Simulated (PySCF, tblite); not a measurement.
# CH6N2OSi2: dynamics, then NMR shifts on frames

Aim: move CH6N2OSi2 (`N#C[SiH2]O[SiH2]N`) away from its starting geometry and see how NMR shifts follow the geometry.

Computed with tblite 0.8.0 and PySCF 2.14.0, with density-fitted response routines of our own, on a single molecule in the gas phase. Atoms are numbered from 0 throughout.

### 1 Starting geometry

12 atoms, charge 0, multiplicity 1; geometry from: GFN2-xTB.

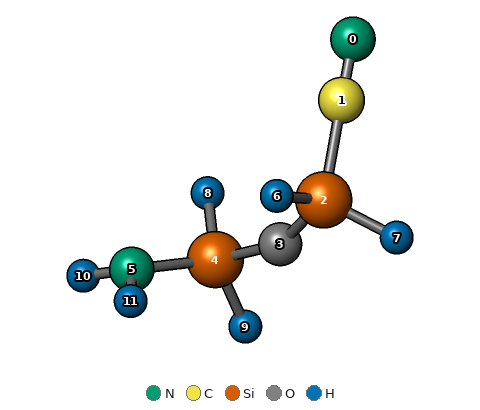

The starting geometry (nitrogen teal, carbon yellow, silicon orange, oxygen grey, hydrogen blue), atoms numbered; sticks join atoms by distance.

### 2 Thermal motion with GFN2-xTB

What the job is given:

```
{"job": {"kind": "md", "xc": "GFN2-xTB", "basis": "xTB", "temperature": 300, "steps": 2000, "every": 50, "frames": 5}, "charge": 0, "multiplicity": 1}
N     -3.177050     1.847223    -0.440906
C     -2.567690     0.877568    -0.414865
Si    -1.589443    -0.718778    -0.376436
O     -0.232942    -0.479561     0.450573
Si     1.164896     0.250764     0.871750
N      2.212628     0.079382    -0.479437
H     -1.290244    -1.069234    -1.763421
H     -2.354242    -1.698983     0.388452
H      0.934399     1.677117     1.054616
H      1.515010    -0.475435     2.093834
H      3.117257     0.518597    -0.458548
H      2.268619    -0.809347    -0.951638
```

With the program's defaults for keys left out, this is: GFN2-xTB Langevin dynamics, gas phase.

Started as:

```bash
> OMP_NUM_THREADS=1 python probes_run.py task.json out
```

One launch serves the whole session: the jobs run in the order shown.

Standard output:

```text
t/fs     T/K      E/eV
    0.0   261.5   -507.38543
   25.0   257.1   -507.10262
   50.0   261.4   -506.88315
   75.0   397.3   -507.11645
  100.0   245.2   -507.08568
  125.0   215.2   -506.93914
  150.0   238.1   -507.04685
  175.0   295.3   -507.04103
  200.0   256.2   -507.09083
  225.0   239.6   -506.99585
  250.0   377.7   -507.08854
  275.0   295.2   -506.89725
  300.0   430.6   -507.07673
  325.0   357.1   -506.83405
  350.0   477.8   -507.02424
  375.0   400.9   -506.94257
  400.0   478.4   -506.99989
  425.0   471.4   -507.01630
  450.0   351.1   -506.80571
  475.0   451.1   -506.92007
  500.0   453.0   -507.03128
  525.0   263.4   -506.80199
  550.0   264.3   -506.87948
  575.0   407.7   -506.99679
  600.0   383.2   -507.03289
  625.0   292.9   -506.95704
  650.0   325.8   -507.07019
  675.0   319.2   -507.08199
  700.0   362.6   -507.17980
  725.0   227.8   -506.99186
  750.0   269.0   -507.01060
  775.0   236.6   -507.00641
  800.0   194.7   -506.95805
  825.0   350.6   -507.14309
  850.0   233.6   -507.10551
  875.0   204.2   -507.01585
  900.0   280.0   -507.09435
  925.0   227.6   -507.06441
  950.0   256.7   -507.02187
  975.0   191.4   -506.96490
 1000.0   224.3   -507.02318
```

Wall time 11 s (1 thread of Arm Neoverse V1, shared host); peak memory 0.18 GiB.

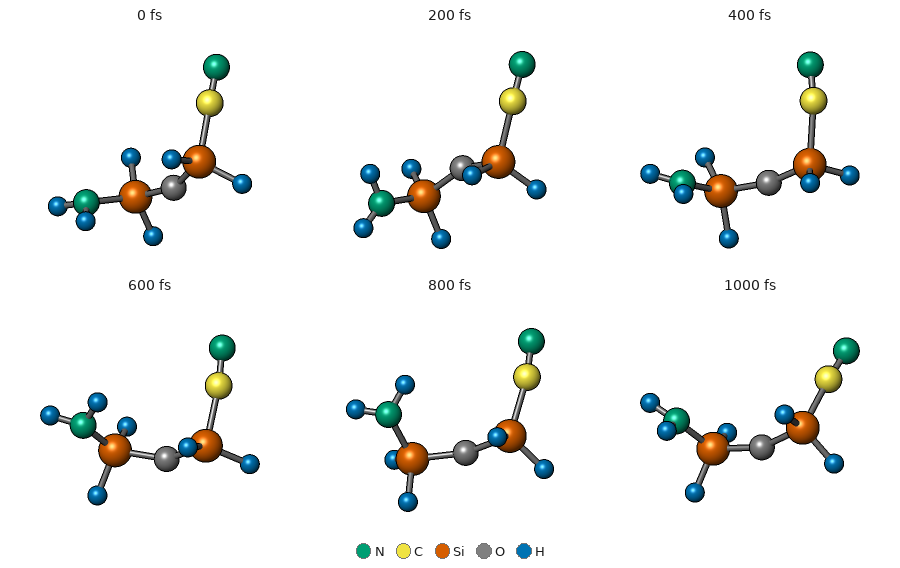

Frames of the run.

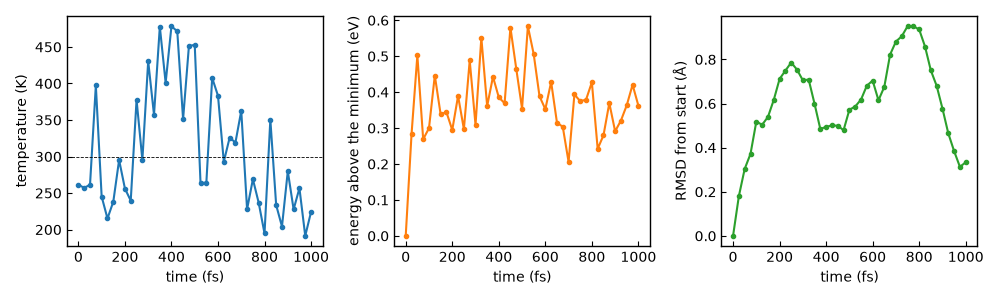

Temperature, potential energy and distance from the start.

Positions (Å) and forces (eV/Å) at 1000 fs:

```xyz
12

N    -3.707    1.188    1.406    0.101   -0.112   -0.142
C    -3.000    0.375    1.010   -0.554    0.762    0.355
Si   -1.871   -0.986    0.513    1.304   -0.267   -0.376
O    -0.317   -0.612    0.814   -0.856   -0.572   -0.268
Si    1.096    0.149    0.647    0.028   -0.094    0.826
N     1.309    0.621   -0.949    0.504    1.810   -1.866
H    -1.991   -1.210   -0.925   -0.146   -0.030    0.014
H    -2.074   -2.055    1.448   -0.240   -0.478    0.238
H     0.882    1.098    1.693    0.179    0.833    0.208
H     2.235   -0.674    0.922    0.337   -0.783    0.429
H     1.794    1.481   -1.244   -0.509   -0.614    0.607
H     1.436   -0.020   -1.708   -0.148   -0.456   -0.025
```

### 3 NMR shieldings: 250 fs, PBE0/pcSseg-1

What the job is given:

```
{"job": {"kind": "nmr", "xc": "PBE0", "basis": "pcSseg-1", "pop": false}, "charge": 0, "multiplicity": 1}
N     -3.779200     1.699400    -0.660800
C     -3.004000     0.942900    -0.277600
Si    -1.909400    -0.453800     0.474500
O     -0.533300     0.438500     0.686400
Si     1.057600     0.542500     1.004400
N      1.956200     0.273700    -0.436100
H     -1.484100    -1.299300    -0.670500
H     -2.244800    -0.958400     1.776600
H      1.327100     1.816100     1.696100
H      1.353400    -0.619700     1.839600
H      2.852500    -0.218100    -0.425400
H      1.963100     0.978300    -1.148500
```

Level: GIAO PBE0/pcSseg-1 NMR shielding, non-relativistic, gas phase.

Standard output:

```text
coarse grid: 11264 points
cycle   1  E = -804.7630885087  dE =  5.666e-01  |g| = 9.027e-01  |ddm| = 3.222e+00
cycle   2  E = -804.4442119699  dE =  3.189e-01  |g| = 1.548e+00  |ddm| = 1.841e+00
cycle   3  E = -804.9120553419  dE = -4.678e-01  |g| = 2.031e-01  |ddm| = 1.301e+00
cycle   4  E = -804.9181620024  dE = -6.107e-03  |g| = 1.113e-01  |ddm| = 1.571e-01
cycle   5  E = -804.9205884354  dE = -2.426e-03  |g| = 3.388e-02  |ddm| = 8.210e-02
cycle   6  E = -804.9208187343  dE = -2.303e-04  |g| = 6.966e-03  |ddm| = 2.653e-02
cycle   7  E = -804.9208284282  dE = -9.694e-06  |g| = 1.440e-03  |ddm| = 6.453e-03
final grid: 100488 points
cycle   8  E = -804.9609631691  dE = -4.722e-06  |g| = 1.023e-02  |ddm| = 1.528e-02
cycle   9  E = -804.9609311069  dE =  3.206e-05  |g| = 1.652e-02  |ddm| = 1.742e-02
cycle  10  E = -804.9609815833  dE = -5.048e-05  |g| = 1.903e-03  |ddm| = 1.117e-02
cycle  11  E = -804.9609823382  dE = -7.549e-07  |g| = 4.070e-04  |ddm| = 1.179e-03
cycle  12  E = -804.9609823683  dE = -3.010e-08  |g| = 1.299e-04  |ddm| = 3.198e-04
cycle  13  E = -804.9609823714  dE = -3.128e-09  |g| = 3.667e-05  |ddm| = 1.128e-04
cycle  14  E = -804.9609823717  dE = -2.583e-10  |g| = 5.778e-06  |ddm| = 2.871e-05
converged SCF energy = -804.9609823717

GIAO shielding tensors (ppm)
atom      isotropic    diamagn.    paramagn.     s11        s22        s33       span
  0 N      -87.144     337.694    -424.838   -293.240   -268.990    300.797    594.037
  1 C       61.369     260.534    -199.165    -54.724    -47.683    286.514    341.238
  2 Si     396.584     878.944    -482.359    354.740    403.085    431.928     77.188
  3 O      288.042     402.211    -114.169    227.919    308.170    328.038    100.119
  4 Si     392.319     880.152    -487.833    357.437    403.531    415.989     58.551
  5 N      239.384     318.227     -78.843    203.548    251.164    263.441     59.894
  6 H       25.455      29.445      -3.990     21.738     24.620     30.007      8.269
  7 H       26.229      27.829      -1.600     22.622     24.547     31.518      8.896
  8 H       26.282      28.887      -2.605     22.299     25.088     31.460      9.161
  9 H       26.928      30.407      -3.479     23.226     25.486     32.073      8.847
 10 H       30.205      29.825       0.380     23.932     25.435     41.250     17.317
 11 H       30.986      32.334      -1.349     24.234     27.432     41.292     17.058
```

Wall time 12 s (1 thread of Arm Neoverse V1, shared host); peak memory 0.7 GiB.

Shifts follow as δ = σ(reference) − σ, with reference shieldings (ppm) from runs at the same level and on the same kind of geometry: 1H TMS 31.72, 13C TMS 186.9, 29Si TMS 349.2, 15N NH3 267.7, 17O H2O 336.1. The references are single molecules in the gas phase, so shifts against H2O, NH3, PH3, H3PO4 or CFCl3 are not on the usual liquid scales and can be off by tens of ppm. Each atom is listed at this fixed geometry, with no averaging over motion; a spectrum would average atoms that exchange fast.

| atoms | environment | σ (ppm) | δ (ppm) |
| --- | --- | --- | --- |
| C1 | nitrile carbon | 61.4 | 125.6 |
| H6 | hydrogen on a silicon bonded to C, O | 25.45 | 6.26 |
| H7 | hydrogen on a silicon bonded to C, O | 26.23 | 5.49 |
| H8 | hydrogen on a silicon bonded to N, O | 26.28 | 5.43 |
| H9 | hydrogen on a silicon bonded to N, O | 26.93 | 4.79 |
| H10 | hydrogen on a nitrogen bonded to Si | 30.21 | 1.51 |
| H11 | hydrogen on a nitrogen bonded to Si | 30.99 | 0.73 |
| N0 | nitrile nitrogen | -87.1 | 354.9 |
| N5 | nitrogen bonded to Si, 2 H | 239.4 | 28.3 |
| Si4 | silicon bonded to N, O, 2 H | 392.3 | -43.2 |
| Si2 | silicon bonded to C, O, 2 H | 396.6 | -47.4 |
| O3 | oxygen bonded to 2 Si | 288.0 | 48.0 |

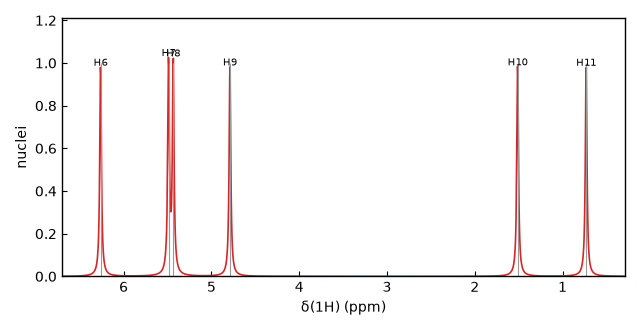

1H lines at the computed shifts, without couplings. Lines are broadened to a width of 0.02 ppm (Lorentzian).

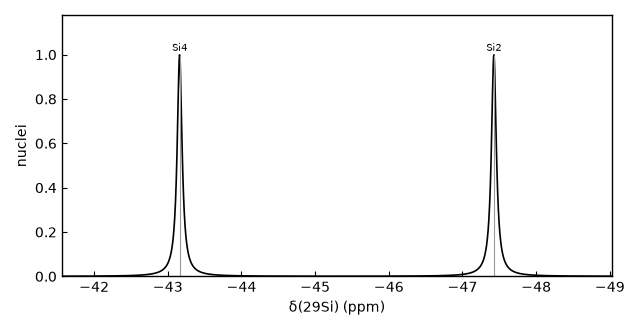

29Si lines at the computed shifts, without couplings. Lines are broadened to a width of 0.08 ppm (Lorentzian).

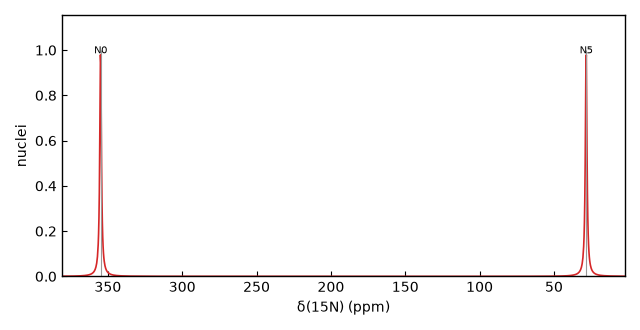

15N lines at the computed shifts, without couplings. Lines are broadened to a width of 1 ppm (Lorentzian).

### 4 Shielding tensors: 425 fs, PBE0/pcSseg-1

What the job is given:

```
{"job": {"kind": "nmr", "xc": "PBE0", "basis": "pcSseg-1", "pop": false}, "charge": 0, "multiplicity": 1}
N     -3.405600     1.805400     0.123500
C     -2.936900     0.802900     0.194700
Si    -2.063500    -0.744800     0.781900
O     -0.594900    -0.209100     1.082600
Si     0.944000     0.396200     1.023500
N      1.356200     0.355400    -0.673700
H     -1.977300    -1.749400    -0.318900
H     -2.594600    -1.048300     2.069000
H      0.749200     1.739200     1.554200
H      1.796100    -0.399300     1.927000
H      1.774300     1.095600    -1.158400
H      1.518200    -0.484400    -1.228000
```

With the program's defaults for keys left out, this is: GIAO PBE0/pcSseg-1 NMR shielding, non-relativistic, gas phase.

Standard output:

```text
coarse grid: 11264 points
cycle   1  E = -804.7664440486  dE =  6.921e-01  |g| = 8.996e-01  |ddm| = 3.242e+00
cycle   2  E = -804.4955413433  dE =  2.709e-01  |g| = 1.476e+00  |ddm| = 1.788e+00
cycle   3  E = -804.9134769615  dE = -4.179e-01  |g| = 1.702e-01  |ddm| = 1.249e+00
cycle   4  E = -804.9178720887  dE = -4.395e-03  |g| = 9.043e-02  |ddm| = 1.348e-01
cycle   5  E = -804.9194193041  dE = -1.547e-03  |g| = 2.999e-02  |ddm| = 6.838e-02
cycle   6  E = -804.9196005968  dE = -1.813e-04  |g| = 6.621e-03  |ddm| = 2.300e-02
cycle   7  E = -804.9196092509  dE = -8.654e-06  |g| = 1.349e-03  |ddm| = 5.576e-03
final grid: 100488 points
cycle   8  E = -804.9597230262  dE = -5.115e-06  |g| = 1.034e-02  |ddm| = 1.511e-02
cycle   9  E = -804.9596917196  dE =  3.131e-05  |g| = 1.652e-02  |ddm| = 1.725e-02
cycle  10  E = -804.9597422089  dE = -5.049e-05  |g| = 1.423e-03  |ddm| = 1.098e-02
cycle  11  E = -804.9597426103  dE = -4.014e-07  |g| = 3.751e-04  |ddm| = 9.520e-04
cycle  12  E = -804.9597426368  dE = -2.651e-08  |g| = 1.187e-04  |ddm| = 2.910e-04
cycle  13  E = -804.9597426394  dE = -2.581e-09  |g| = 3.696e-05  |ddm| = 1.001e-04
cycle  14  E = -804.9597426396  dE = -2.613e-10  |g| = 5.961e-06  |ddm| = 2.844e-05
converged SCF energy = -804.9597426396

GIAO shielding tensors (ppm)
atom      isotropic    diamagn.    paramagn.     s11        s22        s33       span
  0 N      -70.014     339.556    -409.569   -265.095   -239.303    294.358    559.453
  1 C       68.259     263.484    -195.225    -46.601    -36.189    287.568    334.169
  2 Si     412.021     880.017    -467.996    359.896    414.290    461.878    101.982
  3 O      284.172     400.339    -116.168    220.152    287.929    344.434    124.282
  4 Si     387.320     879.776    -492.456    370.579    382.704    408.679     38.100
  5 N      243.945     319.646     -75.702    211.508    254.737    265.589     54.081
  6 H       26.128      28.988      -2.860     22.783     24.604     30.997      8.214
  7 H       26.618      27.747      -1.130     23.066     24.746     32.041      8.975
  8 H       26.464      30.229      -3.766     22.873     24.913     31.604      8.731
  9 H       26.224      28.836      -2.612     22.566     24.605     31.500      8.934
 10 H       31.514      33.142      -1.629     25.137     25.829     43.575     18.437
 11 H       30.328      32.596      -2.268     23.652     26.638     40.696     17.044
```

Run time: 13 s. Hardware: 1 thread of Arm Neoverse V1, shared host; peak memory 0.72 GiB.

This run: δ C1 118.7, N0 337.7, N5 23.8, Si4 -38.2, H6 5.59, H9 5.49 ppm.

[end of part 1 of 2]
